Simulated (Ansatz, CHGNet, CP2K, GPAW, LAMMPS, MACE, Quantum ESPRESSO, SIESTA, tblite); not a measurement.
# Running amorphous Ge (61 atoms) with GPAW, part 2 of 2

Aim: run amorphous Ge (61 atoms) in GPAW and see how near its forces come to a plane-wave reference, and at what cost.

Program: GPAW 26.7.0; the method stands at each step. Banners, paths, timers and routine set-up lines are dropped from the logs unmarked, and long logs keep their key lines alone; longer cuts are marked.

So far. Step 3 (PBE, LCAO dzp, h 0.2 Å, other mixer settings): Against the first run (11 %), the force difference from the reference is 11 %, at 1.3 times the CPU time: another solver or mixer reaches the same state. Step 4 (PBE, LCAO dzp, h 0.15 Å): Against the first run (11 %), the force difference from the reference is 11 %, at 2.2 times the CPU time: the change moves forces by 9.9 meV/Å r.m.s., so most of the difference comes from elsewhere.

## 5. PBE, LCAO sz(dzp), h 0.2 Å

Method: Kohn-Sham DFT, PBE, PAW, atomic orbitals (sz(dzp)).

The input, run.py:

```python
import numpy as np
from ase.io import read
from gpaw import GPAW, FermiDirac

atoms = read("structure.xyz")
atoms.calc = GPAW(
    mode="lcao",
    basis="sz(dzp)",
    h=0.2,
    xc="PBE",
    kpts={"size": (1, 1, 1), "gamma": True},
    occupations=FermiDirac(0.05),
    maxiter=200,
    symmetry={"point_group": False},
    txt="gpaw.txt",
)
energy = atoms.get_potential_energy(force_consistent=True)
forces = atoms.get_forces()
print(f"energy {energy:.6f} eV")
print("forces (eV/A)")
for i, (a, f) in enumerate(zip(atoms, forces)):
    print(f"{i:4d} {a.symbol:2s} {f[0]:10.5f} {f[1]:10.5f} {f[2]:10.5f}")
print(f"Fermi level {atoms.calc.get_fermi_level():.4f} eV")
for k in range(len(atoms.calc.get_ibz_k_points())):
    for s in range(atoms.calc.get_number_of_spins()):
        e = atoms.calc.get_eigenvalues(kpt=k, spin=s)
        n = np.searchsorted(e, atoms.calc.get_fermi_level())
        print(f"k {k} spin {s} levels about the Fermi level:", np.round(e[max(n - 6, 0):n], 4).tolist(), "|", np.round(e[n:n + 6], 4).tolist())
```

The input, structure.xyz:

```xyz
61
Lattice="11.18750 0.00000 0.00000 0.00000 11.18750 0.00000 0.00000 0.00000 11.18750" Properties=species:S:1:pos:R:3 pbc="T T T"
[... 61 atom lines left out: the same atoms as in the first run ...]
```

Started as:

```sh
$ OMP_NUM_THREADS=1 python run.py > output.txt
```

Output:

```text
energy -232.853059 eV
forces (eV/A)
   0 Ge   -0.15909    0.51917    1.17653
   1 Ge   -1.19237   -0.18201   -0.93248
   2 Ge    1.26556    0.12485    0.93734
   3 Ge    0.89782   -0.78529   -0.58330
   4 Ge    0.69329   -0.10107    0.23854
   5 Ge    0.07464   -1.53165    0.80784
   6 Ge    1.62799    0.87267   -0.97067
   7 Ge   -0.59176   -0.24154   -1.04286
   8 Ge    0.45752    0.30648    0.30996
   9 Ge    0.52813    1.40310    1.10391
  10 Ge   -1.26921   -0.40701   -1.65138
  11 Ge    0.16278   -0.86528   -0.20591
  12 Ge   -0.55477    0.46499    0.37030
  13 Ge   -0.43432    1.09037    0.68781
  14 Ge    1.01481    0.19885    1.56065
  15 Ge    0.34086    1.67441   -0.62674
  16 Ge   -2.19893   -0.73559    1.21918
  17 Ge   -1.53738    1.65739   -1.57561
  18 Ge    0.29334   -0.17352   -0.36409
  19 Ge    0.15281   -1.48704   -0.17231
  20 Ge   -0.03395    0.74890   -1.63670
  21 Ge    0.14059   -0.05856   -1.06010
  22 Ge    1.48401    0.26652    0.25977
  23 Ge   -0.98343   -0.70952   -1.26144
[...]
53 Ge   -0.86662   -0.31831    0.89741
  54 Ge    0.38999   -0.64651   -1.89594
  55 Ge    1.45107    0.78980   -0.27940
  56 Ge   -0.17288    0.21787    0.22068
  57 Ge   -0.05671    0.36811   -0.24696
  58 Ge   -0.27988   -0.11051    0.89213
  59 Ge   -0.05048    0.02076   -0.29926
  60 Ge    0.18604    0.47438    0.53551
Fermi level 5.5771 eV
k 0 spin 0 levels about the Fermi level: [4.8763, 5.0595, 5.1179, 5.169, 5.3836, 5.5016] | [5.6486, 5.8175, 5.9547, 5.9636, 6.1701, 6.2387]
```

gpaw.txt:

```text
Input parameters:
  mode=LCAO(),
  basis={'default': 'sz(dzp)'},
  h=0.2,
  kpts=MonkhorstPack(size=(1, 1, 1), gamma=True),
  maxiter=200,
  occupations=Occupations(name='fermi-dirac', width=0.05, fixmagmom=False),
  symmetry=Symmetry(point_group=False),
  xc=XC(name='PBE')
Unit cell  # Å
| periodic |         x |         y |         z |   lengths |    angles |
[... lines left out ...]
  Fermi-Dirac:
[... lines left out ...]
convergence criteria:
- Maximum [total energy] change in last 3 cyles: 0.0005 eV / valence electron
[... lines left out ...]
Converged in 14 steps
[... lines left out ...]
  Free energy:    -232.853059
  Extrapolated:   -232.796928
dipole moment: (39.090099, -18.397680, 13.367192)  # |e|*Ang
Fermi level: 5.577
Eigenvalues  # (at kpt = [0.000, 0.000, 0.000])
| band index |      eig [eV] | occ [0-2] |
|------------|---------------|-----------|
|          0 |        -7.313 |     2.000 |
|        ... |               |           |
|        114 |         4.749 |     2.000 |
|        115 |         4.776 |     2.000 |
[...]
|        129 |         6.552 |     0.000 |
|        ... |               |           |
|        150 |         8.609 |     0.000 |
Gap: 0.147 eV
Transition (v -> c):
  (s=0, k=0, n=121, [0.00, 0.00, 0.00]) -> (s=0, k=0, n=122, [0.00, 0.00, 0.00])
No difference between direct/indirect transitions
Force computation time: 3.875  # s
timing:  # [seconds]
  Total:  45.821  # ━━━━━━━━━━━━━━━━━━━━━━━━━━━━━━━━━━━━━━━━━━━━━━━━━━━━━━━━━
  Init:    5.494  # ━━━━━━━
  SCF:    36.428  # ━━━━━━━━━━━━━━━━━━━━━━━━━━━━━━━━━━━━━━━━━━━━━╸
  Forces:  3.875  # ━━━━━
```

The job ended after 47 s (1 thread of Arm Neoverse V2, shared host; peak memory 1 GiB).

Numbers from this run, and their distance from the reference:

| Quantity | Value |
| --- | --- |
| r.m.s. force component | 0.8454 eV/Å |
| r.m.s. difference of force components | 244.3 meV/Å |
| longest difference of force vectors | 659.2 meV/Å |
| force difference over r.m.s. force | 38.35 % |
| slope of forces against the reference's | 1.306 |
| correlation of force components | 0.9848 |

This is a coarse setting, run to see what it loses.

Against the first run (11 %), the force difference from the reference is 38 %, at 0.30 times the CPU time, with 244 basis functions against 793: the smaller basis costs accuracy.

## 6. All runs compared

Differences are against the plane-wave reference, forces as r.m.s. over components; share is that over the reference's r.m.s. force, slope the least-squares factor from reference forces to these. Total energies of different programs have different zeros and aren't compared.

```
                                              run  Δ force, r.m.s. (meV/Å)  share (%)  slope  cores  CPU time  memory (GiB)
                                        reference                        -          -      -      4      91 s           2.1
                      GPAW PBE, LCAO dzp, h 0.2 Å                     70.3       11.0  1.087      1   2.6 min           1.4
GPAW PBE, LCAO dzp, h 0.2 Å, other mixer settings                     70.0       11.0  1.086      1   3.3 min           1.3
                     GPAW PBE, LCAO dzp, h 0.15 Å                     70.0       11.0  1.087      1   5.7 min           3.1
         GPAW PBE, LCAO sz(dzp), h 0.2 Å (coarse)                      244       38.3  1.306      1      47 s           1.0
```

Rows marked coarse were listed beforehand as settings not expected to be converged; some can still land near the reference.

CPU time is summed over cores on a shared host, where runs went side by side, so it is rough. Symmetry, cutoffs, thresholds, outputs and thread counts weren't matched or tuned between programs; memory under MPI is the largest rank's times the ranks.

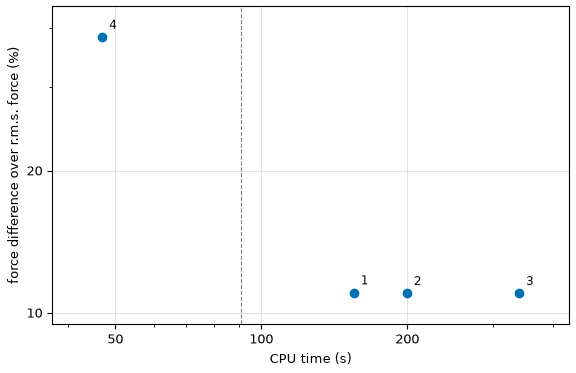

Force difference against CPU time; the dashed line marks the reference's time. Points: 1 GPAW PBE, LCAO dzp, h 0.2 Å; 2 GPAW PBE, LCAO dzp, h 0.2 Å, other mixer settings; 3 GPAW PBE, LCAO dzp, h 0.15 Å; 4 GPAW PBE, LCAO sz(dzp), h 0.2 Å.

Within one program, basis, potentials and functional, energies share a zero. Each run against its twin at the usual cutoff or grid and solver:

```
                                              run               twin  Δ energy (meV/atom)  Δ force, r.m.s. (meV/Å)  CPU time over the twin's
GPAW PBE, LCAO dzp, h 0.2 Å, other mixer settings  LCAO dzp, h 0.2 Å                    0                     1.08                       1.3
                     GPAW PBE, LCAO dzp, h 0.15 Å  LCAO dzp, h 0.2 Å                -7.21                     9.89                       2.2
```

## 7. What came out

* nearest in forces: a tie at 11 % of 3 runs: GPAW PBE, LCAO dzp, h 0.2 Å; GPAW PBE, LCAO dzp, h 0.2 Å, other mixer settings; GPAW PBE, LCAO dzp, h 0.15 Å

What this shows: The PBE runs in local orbitals, coarse settings apart, differ by 11 % in each run; basis, grid and potentials can all enter. Runs with settings chosen to be coarse differ by 38 % (GPAW PBE, LCAO sz(dzp), h 0.2 Å), their programs' other errors included. None of the electronic-structure runs in the table takes under half the reference's CPU time of 91 s; they take 0.52 to 3.7 times as much. GPAW PBE, LCAO sz(dzp), h 0.2 Å stiffens the forces by a factor of 1.31 while following their directions (correlation 0.985); the slopes of the 4 GPAW runs lie between 1.09 and 1.31. The potentials hold different valence shells: 854 electrons in the reference, 244 in GPAW; this bears on time and differences. GPAW's setups keep the filled d shell of Ge in the core. The quench rate of 3 K/ps is many orders above laboratory rates, so the cell is likely richer in defects and strain than a real sample. The network of bonds at the start is that of the classical potential that made the cell, and needn't be the one that DFT or experiment would give. The electronic-structure runs sample only Γ, in a cell whose shortest periodic width is 11 Å, which is coarse for a cell with partly filled levels.

[Also dropped from logs without a mark: logging warnings of Python, and SIESTA's first energy breakdown and zero terms.]

[Logs are printed without paths, hosts, clocks, repeated set-up lines and the standing remarks that a program may print on its own settings, such as how far it seeks lower states.]

[Hosts, paths, dates, database ids (printed as entryN), source tags and the programs' standing remarks are cut or masked in the printed files.]
